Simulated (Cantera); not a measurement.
Charge: 1 mol Pb, 0.17 mol H2S, 33 mol N2, at 0.128 Torr.

Equilibrium computed with Cantera from the NASA thermochemical tables; the gas is ideal and each condensed phase is pure. Candidate condensed phases: Pb, PbS, S; 18 gas species. The numbers say what is thermodynamically allowed, not how fast it happens.

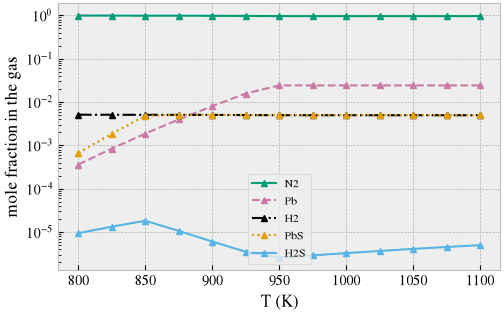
*Equilibrium gas composition (values under 1e-9 drawn at 1e-9)*

### Question
Read off the mole fractions at 825 K.

### Answer
N2 about 0.99, H2 about 0.0051, PbS about 0.0019, Pb about 0.00084, H2S about 1.3e-5.
